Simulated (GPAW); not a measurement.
**HfGe2N4 monolayer: work function by functional and basis**

How far do functional and basis move the work function of HfGe2N4 monolayer? Where a layer proves gapped, the work function hangs on where the smearing puts the Fermi level, and the band edges take its place.

Calculated with GPAW 26.7.0; GPAW, PAW setups; layer in a repeated cell with vacuum, relaxation of atoms and in-plane cell, in the first sound run; inputs show where later runs differ.

### Step 1. Set-up

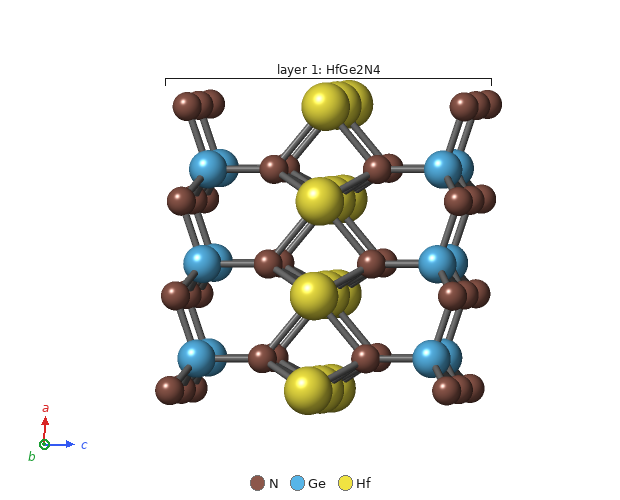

Start, viewed from the side, with the c axis across the page; nitrogen brown, germanium blue, hafnium yellow. 3×2×1 cells are drawn. Bonds to atoms that aren't drawn are left out. Some periodic images of atoms are drawn too.

The cell holds 7 atoms: 4 N, 2 Ge and 1 Hf. Its edges and angles: a = 3.020 Å, b = 3.020 Å, c = 21.747 Å, α = 90.0°, β = 90.0°, γ = 120.0°. Vacuum lies along c.

Coordinates:

```cif
data_structure
_symmetry_space_group_name_H-M 'P 1'
_symmetry_Int_Tables_number 1
_cell_length_a 3.0200
_cell_length_b 3.0200
_cell_length_c 21.7470
_cell_angle_alpha 90.000
_cell_angle_beta 90.000
_cell_angle_gamma 120.000
_cell_volume 171.77
loop_
_atom_site_label
_atom_site_type_symbol
_atom_site_fract_x
_atom_site_fract_y
_atom_site_fract_z
_atom_site_occupancy
N1 N 0.00000 0.00000 0.32188 1
Ge2 Ge 0.33333 0.66667 0.34891 1
N3 N 0.33333 0.66667 0.43352 1
Hf4 Hf 0.00000 0.00000 0.50000 1
N5 N 0.33333 0.66667 0.56648 1
Ge6 Ge 0.33333 0.66667 0.65109 1
N7 N 0.00000 0.00000 0.67811 1
```

### Step 2. Relaxing the atoms

Forces are removed first; all later runs use this geometry.

Input file run.py:

```python
import json
import numpy as np
from ase import Atoms
from ase.filters import FrechetCellFilter
from ase.optimize import BFGS
from gpaw import GPAW, PW

slab = Atoms(
    ['N', 'Ge', 'N', 'Hf', 'N', 'Ge', 'N'],
    positions=[
        [0.00000, 0.00000, 7.00000],
        [-0.00000, 1.74360, 7.58776],
        [-0.00000, 1.74360, 9.42776],
        [0.00000, 0.00000, 10.87348],
        [-0.00000, 1.74360, 12.31919],
        [-0.00000, 1.74360, 14.15919],
        [0.00000, 0.00000, 14.74696]],
    cell=[[3.02, 0.0, 0.0], [-1.51, 2.6154, 0.0], [0.0, 0.0, 21.747]],
    pbc=[True, True, True])

slab.calc = GPAW(mode=PW(600), xc='PBE', kpts={'size': (12, 12, 1), 'gamma': True},
                 occupations={'name': 'fermi-dirac', 'width': 0.05}, nbands='200%',
                 convergence={'density': 1e-05}, maxiter=200,
                 symmetry={'tolerance': 1e-3}, txt='slab.txt')
result = {}
# The in-plane cell is free; stress needs a cell that repeats along all three vectors
path = []
opt = BFGS(FrechetCellFilter(slab, mask=[1, 1, 0, 0, 0, 1]), maxstep=0.2)
opt.attach(lambda: path.append((slab.get_potential_energy(), slab.positions.tolist(), slab.get_forces().tolist())))
result['relaxed'] = bool(opt.run(fmax=0.02, steps=45))
result['path'] = path
result['cell'] = slab.cell.tolist()
print('in-plane lattice', slab.cell.cellpar().round(4)[[0, 1, 5]])
energy = slab.get_potential_energy()
fermi = slab.calc.get_fermi_level()
v = slab.calc.get_electrostatic_potential().mean((0, 1)) - fermi
n = slab.calc.get_pseudo_density().mean((0, 1))
L = slab.cell[2, 2]
z = np.arange(len(v)) * L / len(v)
low, high = slab.positions[:, 2].min(), slab.positions[:, 2].max()
below, above = np.interp([low - 4.8, high + 4.8], z, v)
slopes = [np.interp(x, z, np.gradient(v, z)) for x in (low - 4.8, high + 4.8)]
eps = np.array([[slab.calc.get_eigenvalues(k, s) for k in range(len(slab.calc.get_ibz_k_points()))]
                for s in range(slab.calc.get_number_of_spins())]) - fermi
top, bottom = eps[eps < 0].max(), eps[eps > 0].min()
dipole = slab.get_dipole_moment()[2]
print(f'energy {energy:.4f} eV, Fermi level {fermi:.4f} eV, dipole {dipole:.5f} e A')
print(f'potential 4.8 A off the faces, from the Fermi level: lower {below:.4f} eV, upper {above:.4f} eV')
print(f'slope of the potential there: lower {slopes[0]:.5f}, upper {slopes[1]:.5f} eV/A')
print(f'nearest levels on the mesh: {top:.4f} and {bottom:.4f} eV')
print('magnetic moment', round(slab.get_magnetic_moment(), 3))
result.update(energy=energy, fermi=fermi, dipole=dipole, below=below, above=above, slopes=slopes, edges=[top, bottom],
              z=z.tolist(), v=v.tolist(), n=n.tolist(), positions=slab.positions.tolist(),
              forces=slab.get_forces(apply_constraint=False).tolist(), moments=slab.get_magnetic_moments().tolist())
json.dump(result, open('result.json', 'w'))
```

Started as:

```bash
> OMP_NUM_THREADS=1 OPENBLAS_NUM_THREADS=1 python run.py
```

What it wrote:

```text
Step          Energy          fmax
BFGS:    0      -51.113294        4.259440
BFGS:    1      -51.579903        2.266812
BFGS:    2      -51.989542        0.993291
BFGS:    3      -52.065018        0.669491
BFGS:    4      -52.184951        0.882781
BFGS:    5      -52.283996        0.926341
BFGS:    6      -52.395412        0.727720
BFGS:    7      -52.468193        0.320737
BFGS:    8      -52.474730        0.194398
BFGS:    9      -52.470522        0.150435
BFGS:   10      -52.464619        0.193122
BFGS:   11      -52.457402        0.151145
BFGS:   12      -52.454670        0.055148
BFGS:   13      -52.456591        0.005297
in-plane lattice [  3.1146   3.1146 120.    ]
energy -52.4566 eV, Fermi level 0.6222 eV, dipole 0.00035 e A
potential 4.8 A off the faces, from the Fermi level: lower 6.0139 eV, upper 6.0181 eV
slope of the potential there: lower -0.00216, upper 0.00034 eV/A
nearest levels on the mesh: -0.8944 and 0.8465 eV
magnetic moment 0.0
```

Elapsed: 26 min, on 1 thread of Arm Neoverse V1, shared host; peak memory 0.55 GiB.

Numbers from this step:

```
dipole along the normal                    : 3.49e-4 e·Å
levels nearest the Fermi level on the mesh : -0.8944, 0.8465 eV from the Fermi level
```

The electrostatic potential energy of an electron (without an applied field's), less the Fermi level, planar mean oscillates, so the rows of the table below give means over windows of 1.04 Å about each position, cut where the curve ends. Its maxima inside the range that stand out by 2 % of the span (Å: eV): 9.0: 1.24, 10.0: -7.51, 11.7: -7.51, 12.8: 1.25. Its minima: 7.7: -21.3, 9.7: -11.0, 10.9: -24.5, 12.1: -11.0, 14.1: -21.3.

Table of electrostatic potential energy of an electron (without an applied field's), less the Fermi level, planar mean by z; means over each step:

| z (Å) | electrostatic potential energy of an electron (without an applied field's), less the Fermi level, planar mean (eV) |
| --- | --- |
| 0.52 | 6.02 |
| 1.56 | 6.02 |
| 2.60 | 6.01 |
| 3.64 | 6.01 |
| 4.68 | 5.99 |
| 5.72 | 5.53 |
| 6.76 | -5.57 |
| 7.80 | -17.2 |
| 8.84 | -1.03 |
| 9.88 | -9.08 |
| 10.92 | -19.7 |
| 11.96 | -8.20 |
| 13.00 | -1.46 |
| 14.04 | -18.2 |
| 15.08 | -3.47 |
| 16.12 | 5.66 |
| 17.16 | 6.00 |
| 18.20 | 6.02 |
| 19.24 | 6.02 |
| 20.28 | 6.02 |
| 21.32 | 6.02 |

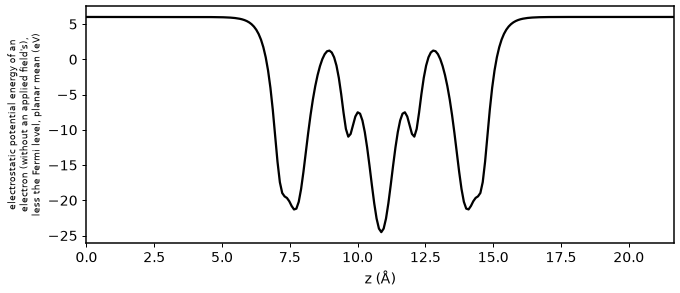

Electrostatic potential energy of an electron (without an applied field's), less the Fermi level, planar mean, plotted against z.

The pseudo valence density, planar mean oscillates, so the rows of the table below give means over windows of 2 Å about each position, cut where the curve ends. Its maxima inside the range that stand out by 2 % of the span (Å: e/Å³): 7.3: 0.811, 8.2: 0.307, 9.7: 0.698, 10.8: 1.19, 12.0: 0.698, 13.6: 0.307, 14.4: 0.811. Its minima: 7.8: 0.167, 8.7: 0.205, 10.1: 0.619, 11.7: 0.619, 13.0: 0.205, 13.9: 0.167.

The pseudo valence density, planar mean by z; means over each step:

| z (Å) | pseudo valence density, planar mean (e/Å³) |
| --- | --- |
| 2 | 0 |
| 4 | 2.8e-4 |
| 6 | 0.158 |
| 8 | 0.386 |
| 10 | 0.719 |
| 12 | 0.603 |
| 14 | 0.432 |
| 16 | 0.0822 |
| 18 | 1.3e-4 |
| 20 | 0 |

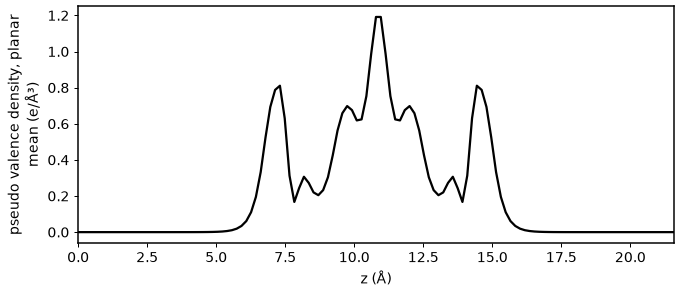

Pseudo valence density, planar mean, plotted against z.

The relaxation lowered the energy of the cell by 1.34 eV (energies extrapolated to zero smearing; the optimiser's log prints free energies). The largest force left on a free atom is 0.0053 eV/Å.

### Step 3. The slab's potential

The work function is the vacuum plateau of the electrostatic potential less the Fermi level; a dipole layer lets the two faces have plateaus of their own.

This step: GPAW, PAW setups; slab in vacuum (GPAW 26.7.0).

The cell differs from the one that the last finished run ended in (c 21.747 → 21.451 Å).

Edit run.py of step 2 so:

```diff
@@ -3,4 +3,2 @@
 from ase import Atoms
-from ase.filters import FrechetCellFilter
-from ase.optimize import BFGS
 from gpaw import GPAW, PW
@@ -10,25 +8,18 @@
     positions=[
-        [0.00000, 0.00000, 7.00000],
-        [-0.00000, 1.74360, 7.58776],
-        [-0.00000, 1.74360, 9.42776],
-        [0.00000, 0.00000, 10.87348],
-        [-0.00000, 1.74360, 12.31919],
-        [-0.00000, 1.74360, 14.15919],
-        [0.00000, 0.00000, 14.74696]],
-    cell=[[3.02, 0.0, 0.0], [-1.51, 2.6154, 0.0], [0.0, 0.0, 21.747]],
-    pbc=[True, True, True])
+        [-0.00000, -0.00000, 7.00000],
+        [0.00000, 1.79821, 7.60843],
+        [0.00000, 1.79821, 9.49354],
+        [0.00000, 0.00000, 10.72575],
+        [0.00000, 1.79821, 11.95794],
+        [0.00000, 1.79821, 13.84305],
+        [-0.00000, 0.00000, 14.45149]],
+    cell=[[3.11458, -0.0, 0.0], [-1.55729, 2.69731, 0.0], [0.0, 0.0, 21.4515]],
+    pbc=[True, True, False])
 
-slab.calc = GPAW(mode=PW(600), xc='PBE', kpts={'size': (12, 12, 1), 'gamma': True},
+slab.calc = GPAW(mode=PW(500), xc='PBE', kpts={'size': (12, 12, 1), 'gamma': True},
                  occupations={'name': 'fermi-dirac', 'width': 0.05}, nbands='200%',
                  convergence={'density': 1e-05}, maxiter=200,
+                 poissonsolver={'dipolelayer': 'xy'},
                  symmetry={'tolerance': 1e-3}, txt='slab.txt')
 result = {}
-# The in-plane cell is free; stress needs a cell that repeats along all three vectors
-path = []
-opt = BFGS(FrechetCellFilter(slab, mask=[1, 1, 0, 0, 0, 1]), maxstep=0.2)
-opt.attach(lambda: path.append((slab.get_potential_energy(), slab.positions.tolist(), slab.get_forces().tolist())))
-result['relaxed'] = bool(opt.run(fmax=0.02, steps=45))
-result['path'] = path
-result['cell'] = slab.cell.tolist()
-print('in-plane lattice', slab.cell.cellpar().round(4)[[0, 1, 5]])
 energy = slab.get_potential_energy()
```

What it wrote:

```text
energy -50.7868 eV, Fermi level 0.7237 eV, dipole 0.00097 e A
potential 4.8 A off the faces, from the Fermi level: lower 6.0032 eV, upper 6.0092 eV
slope of the potential there: lower -0.00109, upper 0.00109 eV/A
nearest levels on the mesh: -0.8760 and 0.8147 eV
magnetic moment 0.0
```

Elapsed: 99 s, on 1 thread; peak memory 0.26 GiB.

This step gave:

```
dipole along the normal                    : 9.67e-4 e·Å
levels nearest the Fermi level on the mesh : -0.8760, 0.8147 eV from the Fermi level
upper work function                        : 6.009 eV
lower work function                        : 6.003 eV
upper ionisation energy                    : 6.885 eV
```

The electrostatic potential energy of an electron (without an applied field's), less the Fermi level, planar mean oscillates, so the rows of the table below give means over windows of 1.05 Å about each position, cut where the curve ends. Its maxima inside the range that stand out by 2 % of the span (Å: eV): 8.8: 1.25, 9.9: -7.50, 11.6: -7.50, 12.6: 1.25. Its minima: 7.6: -21.3, 9.5: -10.8, 10.7: -24.5, 12.0: -10.8, 13.9: -21.3.

Electrostatic potential energy of an electron (without an applied field's), less the Fermi level, planar mean against z; means over each step:

| z (Å) | electrostatic potential energy of an electron (without an applied field's), less the Fermi level, planar mean (eV) |
| --- | --- |
| 0.53 | 6.00 |
| 1.58 | 6.00 |
| 2.63 | 6.00 |
| 3.68 | 6.00 |
| 4.73 | 5.97 |
| 5.78 | 5.05 |
| 6.83 | -10.3 |
| 7.88 | -13.8 |
| 8.93 | -1.81 |
| 9.98 | -11.5 |
| 11.03 | -17.5 |
| 12.08 | -5.92 |
| 13.13 | -4.95 |
| 14.18 | -18.3 |
| 15.23 | 1.82 |
| 16.28 | 5.87 |
| 17.33 | 6.00 |
| 18.38 | 6.01 |
| 19.43 | 6.01 |
| 20.48 | 6.01 |

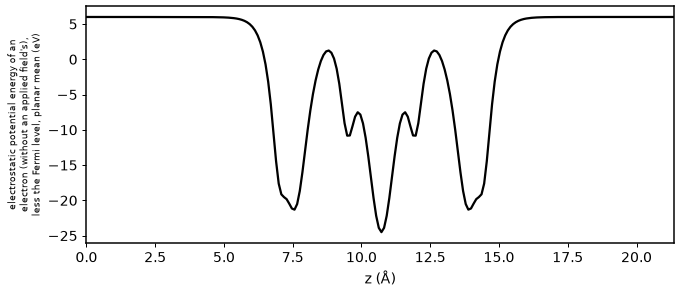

Electrostatic potential energy of an electron (without an applied field's), less the Fermi level, planar mean, plotted against z.

The pseudo valence density, planar mean oscillates, so the rows of the table below give means over windows of 2 Å about each position, cut where the curve ends. Its maxima inside the range that stand out by 2 % of the span (Å: e/Å³): 7.1: 0.815, 8.0: 0.308, 9.6: 0.694, 10.7: 1.22, 11.9: 0.694, 13.4: 0.308, 14.4: 0.815. Its minima: 7.7: 0.169, 8.4: 0.211, 10.0: 0.616, 11.5: 0.616, 13.0: 0.211, 13.8: 0.169.

Table of pseudo valence density, planar mean by z; means over each step:

| z (Å) | pseudo valence density, planar mean (e/Å³) |
| --- | --- |
| 2 | 2.3e-6 |
| 4 | 4.6e-4 |
| 6 | 0.214 |
| 8 | 0.354 |
| 10 | 0.771 |
| 12 | 0.542 |
| 14 | 0.445 |
| 16 | 0.0532 |
| 18 | 8.3e-5 |

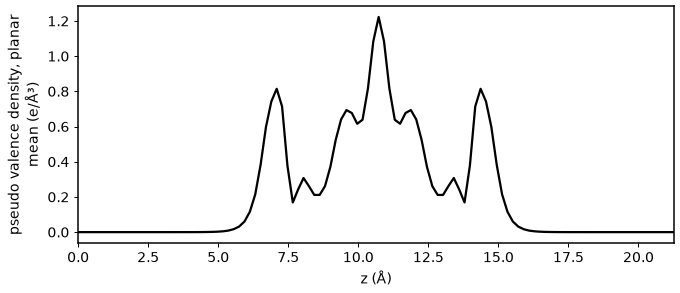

Pseudo valence density, planar mean against z.

The layer is gapped, so the Fermi level lies somewhere inside the gap, set by smearing and numerics, and these work functions are no property of the material; the band edges below the vacuum level are. The potential is flat to 0.001 eV/Å where it is read, so the vacuum is wide enough.

### Step 4. OptPBE vdW: xc = "optPBE-vdW"

The same geometry under optPBE-vdW, to see how far the functional moves the levels against the vacuum (the van der Waals functionals take revPBE setups).

Edit run.py of step 3 so:

```diff
@@ -18,3 +18,3 @@
 
-slab.calc = GPAW(mode=PW(500), xc='PBE', kpts={'size': (12, 12, 1), 'gamma': True},
+slab.calc = GPAW(mode=PW(500), xc='optPBE-vdW', kpts={'size': (12, 12, 1), 'gamma': True},
                  occupations={'name': 'fermi-dirac', 'width': 0.05}, nbands='200%',
```

What it wrote:

```text
energy -98.0640 eV, Fermi level 0.5728 eV, dipole 0.00096 e A
potential 4.8 A off the faces, from the Fermi level: lower 6.2505 eV, upper 6.2565 eV
slope of the potential there: lower -0.00111, upper 0.00111 eV/A
nearest levels on the mesh: -0.9038 and 0.8457 eV
magnetic moment 0.0
```

Run time: 1.9 min. Hardware: 1 thread; peak memory 0.45 GiB.

This step gave:

- dipole along the normal: 9.63e-4 e·Å
- levels nearest the Fermi level on the mesh: -0.9038, 0.8457 eV from the Fermi level
- upper work function: 6.257 eV
- lower work function: 6.251 eV
- upper ionisation energy: 7.160 eV

The electrostatic potential energy of an electron (without an applied field's), less the Fermi level, planar mean oscillates, so the rows of the table below give means over windows of 1.05 Å about each position, cut where the curve ends. Its maxima inside the range that stand out by 2 % of the span (Å: eV): 8.8: 1.24, 9.9: -7.48, 11.6: -7.48, 12.6: 1.24. Its minima: 7.6: -21.3, 9.5: -10.8, 10.7: -24.5, 12.0: -10.8, 13.9: -21.2.

Table of electrostatic potential energy of an electron (without an applied field's), less the Fermi level, planar mean by z; means over each step:

| z (Å) | electrostatic potential energy of an electron (without an applied field's), less the Fermi level, planar mean (eV) |
| --- | --- |
| 0.53 | 6.25 |
| 1.58 | 6.25 |
| 2.63 | 6.25 |
| 3.68 | 6.25 |
| 4.73 | 6.21 |
| 5.78 | 5.24 |
| 6.83 | -10.2 |
| 7.88 | -13.8 |
| 8.93 | -1.81 |
| 9.98 | -11.5 |
| 11.03 | -17.5 |
| 12.08 | -5.88 |
| 13.13 | -4.96 |
| 14.18 | -18.2 |
| 15.23 | 1.97 |
| 16.28 | 6.10 |
| 17.33 | 6.25 |
| 18.38 | 6.26 |
| 19.43 | 6.26 |
| 20.48 | 6.26 |

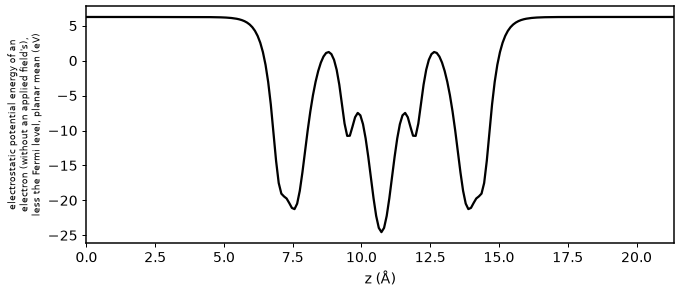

Electrostatic potential energy of an electron (without an applied field's), less the Fermi level, planar mean, plotted against z.

The pseudo valence density, planar mean oscillates, so the rows of the table below give means over windows of 2 Å about each position, cut where the curve ends. Its maxima inside the range that stand out by 2 % of the span (Å: e/Å³): 7.1: 0.815, 8.0: 0.307, 9.6: 0.696, 10.7: 1.22, 11.9: 0.696, 13.4: 0.307, 14.4: 0.815. Its minima: 7.7: 0.169, 8.4: 0.209, 10.0: 0.616, 11.5: 0.616, 13.0: 0.209, 13.8: 0.169.

The pseudo valence density, planar mean by z; means over each step:

| z (Å) | pseudo valence density, planar mean (e/Å³) |
| --- | --- |
| 2 | 2.6e-6 |
| 4 | 5.3e-4 |
| 6 | 0.214 |
| 8 | 0.354 |
| 10 | 0.772 |
| 12 | 0.542 |
| 14 | 0.445 |
| 16 | 0.0534 |
| 18 | 1.0e-4 |

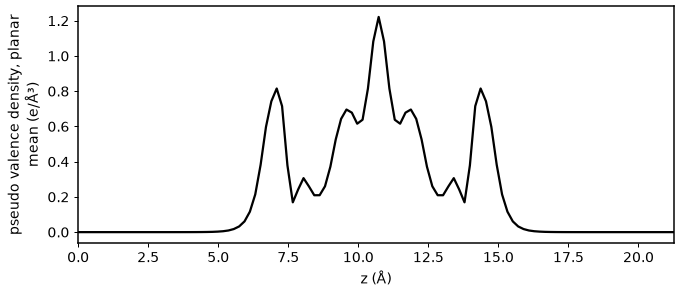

Pseudo valence density, planar mean against z.

Force by atom:

| atom | x (eV/Å) | y (eV/Å) | z (eV/Å) | size |
| --- | --- | --- | --- | --- |
| N1 | 0.000 | 0.000 | 0.021 | 0.021 |
| Ge2 | 0.000 | 0.000 | -0.080 | 0.080 |
| N3 | 0.000 | 0.000 | -0.123 | 0.123 |
| Hf4 | 0.000 | 0.000 | 0.000 | 0.000 |
| N5 | 0.000 | 0.000 | 0.123 | 0.123 |
| Ge6 | 0.000 | 0.000 | 0.080 | 0.080 |
| N7 | 0.000 | 0.000 | -0.021 | 0.021 |

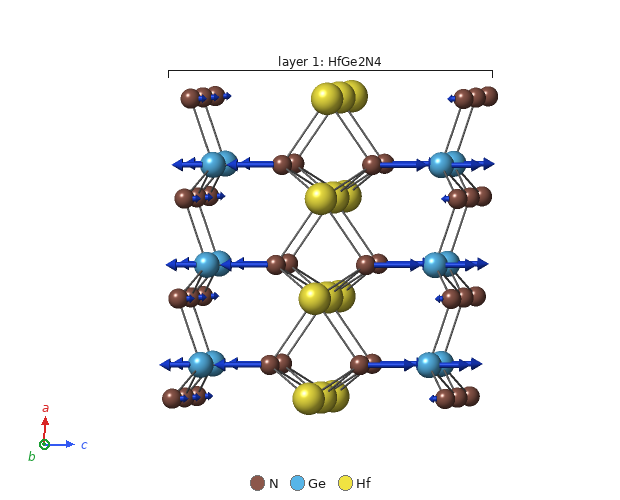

Force as arrows, the longest 0.123 eV/Å. Bonds to atoms that aren't drawn are left out. 3×2×1 cells are drawn. Some periodic images of atoms are drawn too.

The highest filled level lies 0.904 eV under the Fermi level, so the ionisation energy from the upper face is 6.257 + 0.904 = 7.160 eV, against 6.885 eV in the base run.

### Step 5. Self-consistent run: xc = "vdW-DF2"

The same geometry under vdW-DF2, to see how far the functional moves the levels against the vacuum (the van der Waals functionals take revPBE setups).

Edit run.py of step 4 so:

```diff
@@ -18,3 +18,3 @@
 
-slab.calc = GPAW(mode=PW(500), xc='optPBE-vdW', kpts={'size': (12, 12, 1), 'gamma': True},
+slab.calc = GPAW(mode=PW(500), xc='vdW-DF2', kpts={'size': (12, 12, 1), 'gamma': True},
                  occupations={'name': 'fermi-dirac', 'width': 0.05}, nbands='200%',
```

What it wrote:

```text
energy -354.6665 eV, Fermi level 0.4621 eV, dipole 0.00096 e A
potential 4.8 A off the faces, from the Fermi level: lower 6.4886 eV, upper 6.4946 eV
slope of the potential there: lower -0.00134, upper 0.00134 eV/A
nearest levels on the mesh: -0.8861 and 0.8120 eV
magnetic moment 0.0
```

It took 1.8 min on 1 thread; peak memory 0.45 GiB.

This step gave:

* levels nearest the Fermi level on the mesh: -0.8861, 0.8120 eV from the Fermi level
* upper work function: 6.495 eV
* lower work function: 6.489 eV
* upper ionisation energy: 7.381 eV

The highest filled level lies 0.886 eV under the Fermi level, so the ionisation energy from the upper face is 6.495 + 0.886 = 7.381 eV, against 6.885 eV in the base run.

[end of part 1 of 2]

[Logs are printed without paths, hosts, clocks, repeated set-up lines and the standing remarks that a program may print on its own settings, such as how far it seeks lower states.]

[Hosts, paths, dates, database ids (printed as entryN), source tags and the programs' standing remarks are cut or masked in the printed files.]
